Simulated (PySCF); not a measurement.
# SiH2S (SMILES [SiH]S), run twice

Wanted: a single-point energy of SiH2S, NEVPT2(4,6)/6-31++G** (density fitting with cc-pvtz-jkfit, spherical functions).

The calculation is run with PySCF 2.14.0.

7 further runs of the same task are left out: 2 for a known fault of the program, 3 that didn't finish, 2 set aside as unsound or not needed.

## 1. Starting point

SiH2S: 4 atoms, total charge 0, spin state singlet. SMILES: `[SiH]S`. The coordinates come from a PBE0-D4/def2-TZVP relaxation.

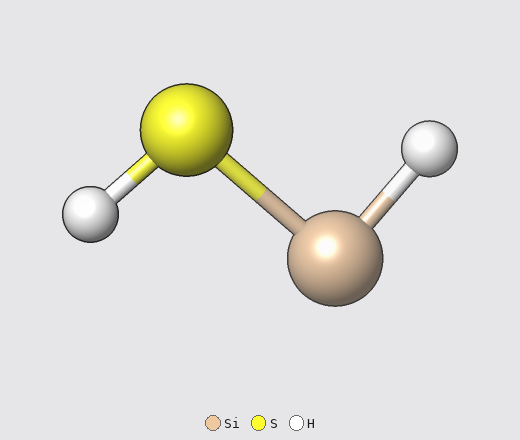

The structure, seen from a chosen angle (silicon light orange, sulfur yellow, hydrogen white).

## 2. The input as first written

Input file run.py:

```python
from pyscf import gto, scf, mcscf, mrpt

mol = gto.Mole()
mol.atom = 'Si -0.262800 -1.074400 0.161100; S 0.190500 0.958800 -0.206600; H 1.017500 -1.190800 0.981400; H -0.889700 1.246000 -0.956200'
mol.basis = '6-31+g**x'
mol.spin = 0
mol.max_memory = 1860
mol.verbose = 3
mol.build()

calc0 = scf.RHF(mol)
calc0 = calc0.density_fit(auxbasis='cc-pvtz-jkfit')
calc0.kernel()

cas = mcscf.CASSCF(calc0, 6, 4)
cas.fix_spin_(ss=0.0)
cas.natorb = True
cas.kernel()
e_pt2 = mrpt.NEVPT(cas).kernel()
energy = cas.e_tot + e_pt2
print('E = %.10f Eh' % energy)
```

On the command line:

```bash
$ OMP_NUM_THREADS=1 python run.py
```

The program printed:

```text
KeyError: '631+g**x'
```

Wall time 0.56 s (1 thread of Arm Neoverse V1, shared host); peak memory 0.095 GiB.

## 3. Reading the log

The program refused the input.

The log says `KeyError: '631+g**x'`. The cause is that the input text is malformed or holds a word that the program doesn't know.

## 4. The mended input

Input file input.py:

```python
# [SiH]S
from pyscf import gto, scf, mcscf, mrpt

molecule = gto.Mole()
molecule.atom = 'Si -0.262800 -1.074400 0.161100; S 0.190500 0.958800 -0.206600; H 1.017500 -1.190800 0.981400; H -0.889700 1.246000 -0.956200'
molecule.max_memory = 1860
molecule.basis = '6-31++g**'
molecule.spin = 0
molecule.verbose = 4
molecule.build()

myscf = scf.RHF(molecule)
myscf = myscf.density_fit(auxbasis='cc-pvtz-jkfit')
myscf.kernel()

cas = mcscf.CASSCF(myscf, 6, 4)
cas.fix_spin_(ss=0.0)
cas.natorb = True
cas.kernel()
e_pt2 = mrpt.NEVPT(cas).kernel()
e_tot = cas.e_tot + e_pt2
print('Final energy', e_tot)
```

On the command line:

```bash
$ OMP_NUM_THREADS=1 python input.py
```

The program printed:

```text
PySCF version 2.14.0

[INPUT] num. atoms = 4
[INPUT] num. electrons = 32
[INPUT] charge = 0
[INPUT] spin (= nelec alpha-beta = 2S) = 0
[INPUT] symmetry False subgroup None
[INPUT] Mole.unit = angstrom
[INPUT] Symbol           X                Y                Z      unit          X                Y                Z       unit  Magmom
[INPUT]  1 Si    -0.262800000000  -1.074400000000   0.161100000000 AA   -0.496620025536  -2.030321748233   0.304434878667 Bohr   0.0
[INPUT]  2 S      0.190500000000   0.958800000000  -0.206600000000 AA    0.359992826730   1.811869408233  -0.390417417335 Bohr   0.0
[INPUT]  3 H      1.017500000000  -1.190800000000   0.981400000000 AA    1.922796331745  -2.250285869132   1.854577218648 Bohr   0.0
[INPUT]  4 H     -0.889700000000   1.246000000000  -0.956200000000 AA   -1.681289333026   2.354598751208  -1.806956120309 Bohr   0.0

nuclear repulsion = 73.3930779719357
number of shells = 28
number of NR pGTOs = 126
number of NR cGTOs = 56
basis = 6-31++g**
ecp = {}

[... 40 lines left out ...]
converged SCF energy = -687.573340720635
[... 23 lines left out ...]
sorting_mo_energy = False
[... 43 lines left out ...]
1-step CASSCF converged in  14 macro (203 JK  42 micro) steps
[... 2 lines left out ...]
Natural orbital (expansion on meta-Lowdin AOs) in CAS space
[... 70 lines left out ...]
CASSCF energy = -687.612651331850
[... 6 lines left out ...]
Natural orbital (expansion on meta-Lowdin AOs) in CAS space
[... 41 lines left out ...]
1 S 4py          0.03406
1 S 4pz          0.06266
1 S 5px          0.01183
1 S 5py          0.12257
1 S 5pz         -0.03534
1 S 3dxy        -0.07112
1 S 3dyz        -0.04584
1 S 3dz^2        0.01053
1 S 3dxz         0.03293
1 S 3dx2-y2     -0.00017
2 H 1s           0.22420
2 H 2s           0.01129
2 H 3s          -0.18255
2 H 2px         -0.00202
2 H 2py          0.04508
2 H 2pz         -0.01738
3 H 1s           0.05164
3 H 2s          -0.09226
3 H 3s          -0.06872
3 H 2px          0.02554
3 H 2py          0.00541
3 H 2pz          0.01343
<CAS-nat-orb|mo-hf>  15     15       0.91982681
<CAS-nat-orb|mo-hf>  16     16       0.89283218
<CAS-nat-orb|mo-hf>  17     17       0.81945224
<CAS-nat-orb|mo-hf>  18     27       0.47745243
<CAS-nat-orb|mo-hf>  18     28      -0.42028813
<CAS-nat-orb|mo-hf>  19     37       0.58323929
<CAS-nat-orb|mo-hf>  20     34      -0.56240675
Using density fitting integrals for NEVPT2
Sr    (-1)',   E = -0.00253351535539
Si    (+1)',   E = -0.00396694112693
Sijrs (0)  ,   E = -0.08954883374392
Sijr  (+1) ,   E = -0.01788087324112
Srsi  (-1) ,   E = -0.03240419021098
Srs   (-2) ,   E = -0.00737098193805
Sij   (+2) ,   E = -0.00290444013297
Sir   (0)' ,   E = -0.02600908735275
Nevpt2 Energy = -0.182618863102104
Final energy -687.7952701949525
```

Wall time 15 s (1 thread of Arm Neoverse V1, shared host); peak memory 0.15 GiB.

## 5. What came out

Level: NEVPT2(4,6)/6-31++G** (density fitting with cc-pvtz-jkfit, spherical functions).

| quantity | value |
| --- | --- |
| total energy | -687.79527 Eh |
| dipole moment (Hartree–Fock density) | 0.92 D |
| HOMO energy (Hartree–Fock orbitals) | -9.34 eV |
| LUMO energy (Hartree–Fock orbitals) | 0.31 eV |
| HOMO–LUMO gap (Hartree–Fock orbitals) | 9.65 eV |

What this shows: Mulliken charges of the mean-field density run from -0.21 on S2 to +0.34 on Si1; in a basis this large or diffuse they mean little.
